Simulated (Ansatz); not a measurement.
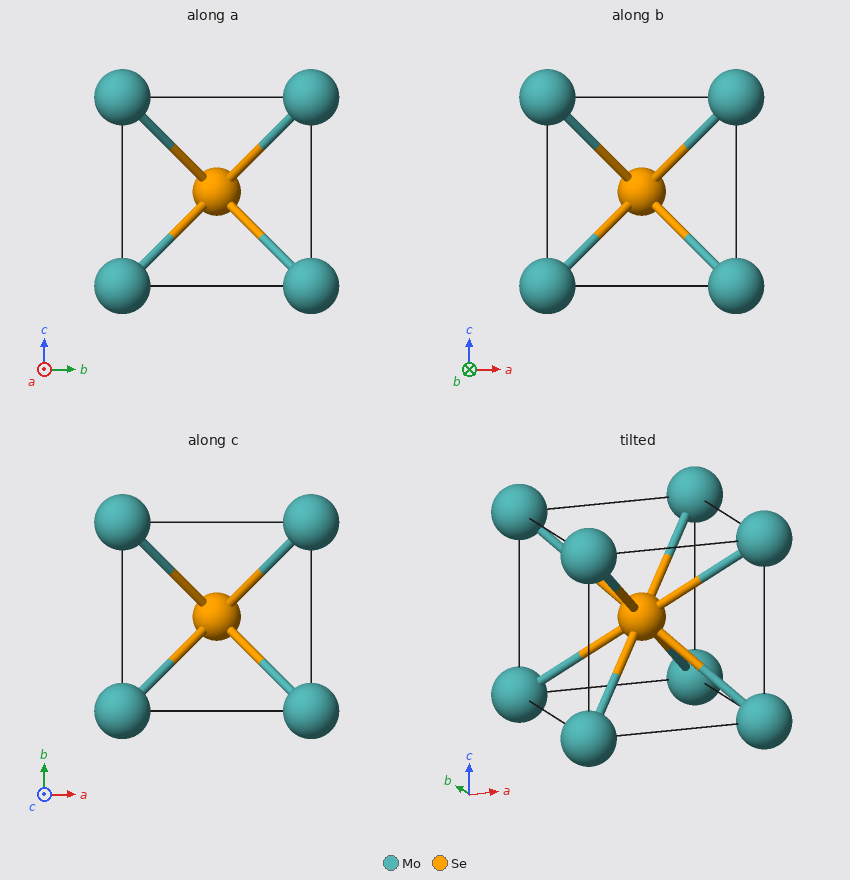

An orthographic ball-and-stick view of the structure, along the a axis, along the b axis, along the c axis and slightly off an axis. One conventional unit cell is framed, with atoms on its boundary repeated.

Lattice parameters: a = 3.5333 Å, b = 3.5333 Å, c = 3.5333 Å, α = 90.000°, β = 90.000°, γ = 90.000°.

Record the structure as a CIF in P1 with every atom of the cell.

Answer.
```cif
data_structure
_symmetry_space_group_name_H-M 'P 1'
_symmetry_Int_Tables_number 1
_cell_length_a 3.5333
_cell_length_b 3.5333
_cell_length_c 3.5333
_cell_angle_alpha 90.000
_cell_angle_beta 90.000
_cell_angle_gamma 90.000
_cell_volume 44.11
loop_
_atom_site_label
_atom_site_type_symbol
_atom_site_fract_x
_atom_site_fract_y
_atom_site_fract_z
_atom_site_occupancy
Mo1 Mo 0.0000 0.0000 0.0000 1
Se1 Se 0.5000 0.5000 0.5000 1
```

It goes back to a structure type filled with these elements by a generator (whether the compound takes this form wasn't checked). Earlier steps of the study, as a rule a relaxation of our own, may have changed the cell and positions, so they can lie some per cent off the listed ones. It went into a calculation with Ansatz.
